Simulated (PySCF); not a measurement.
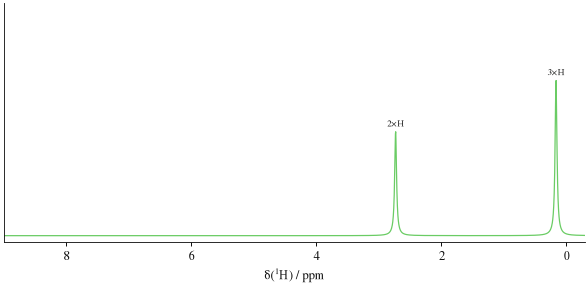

GIAO shifts, PBE0/cc-pVTZ with PySCF 2.14.0, at a PBE0-D3(BJ)/def2-SVP geometry (no frequency check), against TMS for ¹H computed at the same level. Gas phase, fully decoupled, line heights follow the number of nuclei, widths are arbitrary (no quadrupolar broadening); values of one conformer, averaged over methyl-type rotors and exact or near symmetry. Protons on N, O or S are those of the isolated molecule, without hydrogen bonds to neighbours or exchange.

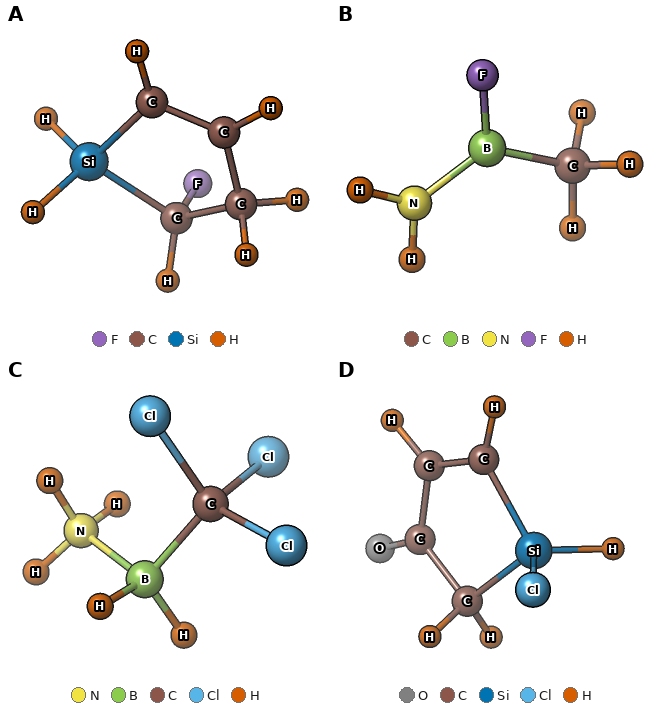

**Which structure fits the spectrum? The candidates are drawn in the second picture.**

Structure B, CH₅BFN, SMILES CB(N)F. Its ¹H signals: 2.73 (2 H), 0.17 (3 H) ppm.
